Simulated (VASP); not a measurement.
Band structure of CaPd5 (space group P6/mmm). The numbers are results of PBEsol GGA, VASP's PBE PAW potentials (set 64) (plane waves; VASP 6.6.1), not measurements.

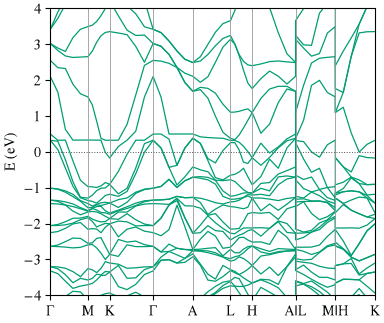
Bands along high-symmetry lines, zero at the valence-band maximum or, without a gap, the Fermi level

Question: Read the plot: is there a gap, and where are the band edges?

Answer: It has no gap at this level: it comes out as a metal or semimetal.

The structure comes from a measured CaPd5 entry of the Crystallography Open Database, whose conditions weren't checked. The cell was not relaxed at this level.
